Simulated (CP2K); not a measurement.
# Cl2 (chlorine): PM3

What is the vertical electron affinity of Cl2 (chlorine) at PM3? 

Program for the calculation: CP2K 2026.2.

2 further runs of the same task are left out: 2 that didn't finish.

## 1. Starting point

Cl2: 2 atoms, total charge 0, spin state singlet. As SMILES, `ClCl`. The shape is that of a PBE0-D4/def2-TZVP optimisation.

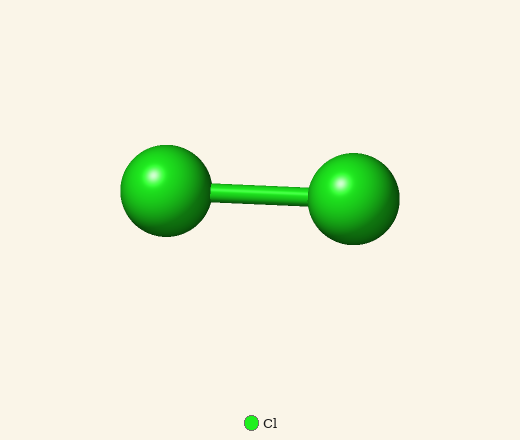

The structure, seen from a chosen angle (chlorine green).

## 2. The energy at PM3

Contents of molecule.xyz:

```xyz
2

Cl     0.845690    -0.281600     0.433600
Cl    -0.845690     0.281600    -0.433600
```

Contents of mol.inp:

```
&GLOBAL
  PROJECT_NAME mol
  RUN_TYPE ENERGY
  PRINT_LEVEL MEDIUM
&END

&FORCE_EVAL
  METHOD QUICKSTEP
  &DFT
    # Quickstep
    &QS
      METHOD PM3
      EPS_DEFAULT 1.0E-10
      &SE
        &COULOMB
          CUTOFF [angstrom] 50
          RC_RANGE [angstrom] 0
        &END
        &EXCHANGE
          CUTOFF [angstrom] 50
          RC_RANGE [angstrom] 0
        &END
      &END
    &END
    # no periodic images
    &POISSON
      PERIODIC NONE
      POISSON_SOLVER ANALYTIC
    &END
    &SCF
      SCF_GUESS ATOMIC
      EPS_SCF 1.0E-06
      MAX_SCF 150
      ADDED_MOS 2
      &DIAGONALIZATION
        ALGORITHM STANDARD
      &END
      &MIXING
        METHOD DIRECT_P_MIXING
        ALPHA 0.4
      &END
    &END
    # extra output
    &PRINT
      &MOMENTS
        PERIODIC F
        REFERENCE COM
        MAX_MOMENT 1
      &END
      &MO ON
        ENERGIES T
        OCCUPATION_NUMBERS T
        NDIGITS 6
        &EACH
          QS_SCF 0
        &END
        ADD_LAST NUMERIC
      &END
      &HIRSHFELD OFF
      &END
    &END
  &END
  &SUBSYS
    &CELL
      ABC 17.7 16.6 16.9
      PERIODIC NONE
    &END
    &TOPOLOGY
      COORD_FILE_NAME molecule.xyz
      COORD_FILE_FORMAT XYZ
      &CENTER_COORDINATES
      &END
    &END
  &END
&END
```

On the command line:

```
OMP_NUM_THREADS=1 cp2k.psmp -i mol.inp -o mol.out
```

Standard output (excerpt; [...] marks lines left out):

```text
CP2K| version string:                                       CP2K version 2026.2
[...]
 GLOBAL| Method name                                                        CP2K
[...]
 GLOBAL| Run type                                                         ENERGY
[...]
 *** WARNING in qs_environment.F:2210 :: More added MOs requested than     ***
 *** available. The full set of unoccupied MOs will be used. Use           ***
 *** 'ADDED_MOS -1' to always use all available MOs and to get rid of this ***
[...]
                             - Atoms:                                          2
[...]
                             - Spherical basis functions:                      8
[...]
 Number of electrons:                                                         14
[...]
     1 P_Mix/Diag. 0.40E+00    0.0     0.72218133       -22.0050638534 -2.20E+01
[...]
     9 DIIS/Diag.  0.34E-05    0.0     0.00000068       -23.2760196809 -4.68E-09
  *** SCF run converged in     9 steps ***
  Core-core repulsion energy [eV]:                            327.92389468552068
  Core Hamiltonian energy [eV]:                              -945.58591945156843
  Two-electron integral energy [eV]:                          -31.42136284938727
  Electronic energy [eV]:                                    -961.29660087626212
  Total energy [eV]:                                         -633.37270619074138
  Atomic reference energy [eV]:                               632.90414656459643
  Heat of formation [kcal/mol]:                               -10.80524252690978
[...]
 SE_DIPOLE| Moment [Debye]          0.00000000      -0.00000000       0.00000000
 SE_DIPOLE| Derivative [a.u.]       0.00000000       0.00000000       0.00000000
 ENERGY| Total FORCE_EVAL ( QS ) energy [hartree]            -23.276019680937207
[...]
```

It took 0.2 s on 1 thread of Arm Neoverse V2, shared host.

## 3. The doublet anion at the same level

molecule.xyz is that of step 2.

Contents of mol.inp:

```
&global
  project mol
  run_type ENERGY
  print_level MEDIUM
&end global

&force_eval
  method QS
  &dft
    charge -1
    multiplicity 2
    lsd T
    # Quickstep
    &qs
      method PM3
      eps_default 1.0E-10
      &se
        &coulomb
          cutoff [angstrom] 50
          rc_range [angstrom] 0
        &end coulomb
        &exchange
          cutoff [angstrom] 50
          rc_range [angstrom] 0
        &end exchange
      &end se
    &end qs
    &poisson
      periodic NONE
      poisson_solver ANALYTIC
    &end poisson
    # self-consistent field
    &scf
      scf_guess ATOMIC
      eps_scf 1.0E-06
      max_scf 150
      added_mos 2
      &diagonalization
        algorithm STANDARD
      &end diagonalization
      &mixing
        method DIRECT_P_MIXING
        alpha 0.4
      &end mixing
    &end scf
    &print
      &moments
        periodic F
        reference COM
        max_moment 1
      &end moments
      &mo ON
        energies T
        occupation_numbers T
        ndigits 6
        &each
          qs_scf 0
        &end each
        add_last NUMERIC
      &end mo
      &hirshfeld OFF
      &end hirshfeld
    &end print
  &end dft
  &subsys
    # box in angstrom
    &cell
      abc 17.7 16.6 16.9
      periodic NONE
    &end cell
    &topology
      coord_file_name molecule.xyz
      coord_file_format XYZ
      &center_coordinates
      &end center_coordinates
    &end topology
  &end subsys
&end force_eval
```

On the command line:

```
OMP_NUM_THREADS=1 cp2k.psmp mol.inp > mol.out
```

Standard output (excerpt; [...] marks lines left out):

```text
CP2K| version string:                                       CP2K version 2026.2
[...]
 GLOBAL| Method name                                                        CP2K
[...]
 GLOBAL| Run type                                                         ENERGY
[...]
 *** WARNING in qs_environment.F:2191 :: More ADDED_MOs requested for beta ***
 *** spin than available.                                                  ***
 *** WARNING in qs_environment.F:2210 :: More added MOs requested than     ***
 *** available. The full set of unoccupied MOs will be used. Use           ***
 *** 'ADDED_MOS -1' to always use all available MOs and to get rid of this ***
[...]
                             - Atoms:                                          2
[...]
                             - Spherical basis functions:                      8
[...]
 Number of electrons:                                                          8
[...]
     1 P_Mix/Diag. 0.40E+00    0.0     0.35996297       -22.6555058056 -2.27E+01
[...]
    10 DIIS/Diag.  0.59E-15    0.0     1.2212E-15       -23.3137159333 -1.43E-09
  *** SCF run converged in    10 steps ***
  Core-core repulsion energy [eV]:                            327.92389468552068
  Core Hamiltonian energy [eV]:                              -995.68479093513008
  Two-electron integral energy [eV]:                           66.72484573143865
  Electronic energy [eV]:                                    -962.32236806941069
  Total energy [eV]:                                         -634.39847338389006
  Atomic reference energy [eV]:                               632.90414656459643
  Heat of formation [kcal/mol]:                               -34.45999782307138
[...]
 SE_DIPOLE| Moment [Debye]         -0.00000000       0.00000000      -0.00000000
 SE_DIPOLE| Derivative [a.u.]       0.00000000       0.00000000       0.00000000
 ENERGY| Total FORCE_EVAL ( QS ) energy [hartree]            -23.313715933305556
[...]
```

It took 0.2 s on 1 thread of Arm Neoverse V2, shared host.

## 4. What came out

At PM3:

| quantity | value |
| --- | --- |
| singlet Cl2: total energy | -23.27602 Eh |
| singlet Cl2: dipole moment | 0.00 D |
| singlet Cl2: HOMO energy | -10.72 eV |
| singlet Cl2: LUMO energy | -1.00 eV |
| singlet Cl2: HOMO–LUMO gap | 9.72 eV |
| singlet Cl2: heat of formation | -10.8 kcal/mol |
| doublet anion: total energy | -23.31372 Eh |
| doublet anion: HOMO energy (highest over α and β) | -1.05 eV |
| doublet anion: LUMO energy (lowest over α and β) | 6.68 eV |
| doublet anion: heat of formation | -34.5 kcal/mol |
| vertical electron affinity (to the doublet anion) | 1.026 eV |

**Reading.** At fixed nuclei the extra electron is bound by 1.03 eV (99 kJ/mol). A minimal valence basis can't be trusted even for the sign of an electron affinity.
